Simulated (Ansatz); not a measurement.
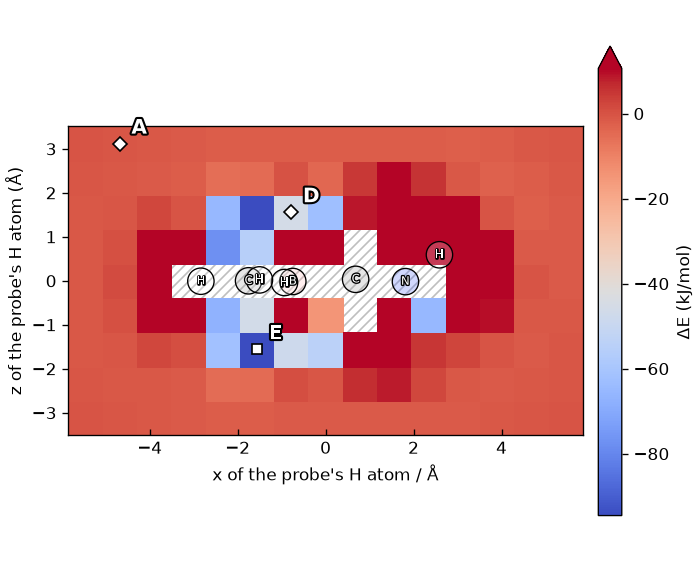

C₂H₄BN (SMILES N=C1BC1) with the probe H. The probe is moved over the plane through the molecule's long axis and the normal of its main plane. First axis: x of the probe's H atom. Second axis: z of the probe's H atom. Nothing is relaxed (molecule and probe rigid). The scan uses a 15 × 9 grid. At 10 points there is no value (left out of the scan, as a rule where atoms come close). Energies are in kJ/mol, from molecule and probe far apart, each relaxed in its own basis (no counterpoise correction). Energies and slopes of some neighbouring points disagree (a jump in structure or state, or too coarse a mesh). Level of theory: UKS PBE-D4/def2-SVP (Ansatz).

The picture shows one coloured cell a grid point, labelled circles for the molecule's atoms, projected on the plane, one colour for all values above the top of the scale, hatched blanks where no value was computed, lettered points.

Q: Is E the lowest point of the computed grid?

A: Yes. E, at x of the probe's H atom = −1.56 Å, z of the probe's H atom = −1.56 Å [nearest 1 C at 1.64 Å], has the lowest energy of the grid.

Q: Rank the lettered points by energy, lowest first.

A: E (−95 kJ/mol), D (−46 kJ/mol), A (−0.7 kJ/mol).
